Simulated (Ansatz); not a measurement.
KTaO$_{3}$ (cubic perovskite)

```cif
data_KO3Ta
_chemical_formula_sum 'K1 Ta1 O3'
_space_group_name_H-M_alt 'P 1'
_space_group_IT_number 1
_cell_length_a 3.98532
_cell_length_b 3.98532
_cell_length_c 3.98532
_cell_angle_alpha 90.000
_cell_angle_beta 90.000
_cell_angle_gamma 90.000
loop_
_space_group_symop_operation_xyz
  'x, y, z'
loop_
_atom_site_label
_atom_site_type_symbol
_atom_site_fract_x
_atom_site_fract_y
_atom_site_fract_z
_atom_site_occupancy
K1 K 0.00000 0.00000 0.00000 1
Ta1 Ta 0.50000 0.50000 0.50000 1
O1 O 0.00000 0.50000 0.50000 1
O2 O 0.50000 0.50000 0.00000 1
O3 O 0.50000 0.00000 0.50000 1
```

Equation-of-state scan: isotropic scaling of the cell above, V₀ being its volume. Symmetry pins the atoms to their sites.

Computed with PBEsol (plane waves to 420 eV, PAW, scalar-relativistic; Ansatz, a program for electronic structure). k mesh 9×9×9 (Γ-centred), Fermi-Dirac smearing 0.05 eV. E stands for the smeared free energy. KTaO3 is run without spin polarisation. KTaO3 was relaxed with its symmetry unable to fall. Spin-orbit coupling is left out, though Ta is heavy. The zero of ΔE is the relaxed starting cell.

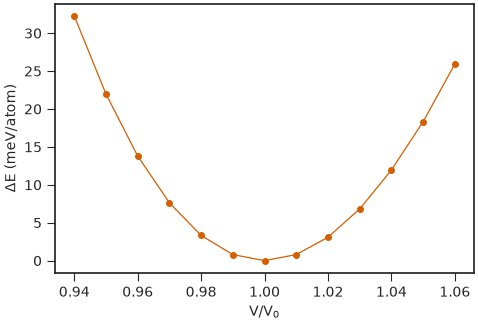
Figure. ΔE (meV/atom) against V/V₀; one marker a computed point.

Question: What is ΔE at V/V₀ = 1.060?

Answer: About 26 meV/atom.

Question: What bulk modulus B₀ follows from a third-order Birch-Murnaghan fit?

Answer: About 200 GPa.

Question: What is ΔE at V/V₀ = 0.940?

Answer: About 32 meV/atom.

(A scan under strain: stresses follow from slopes of the energy per volume, elastic moduli from its curvatures.)
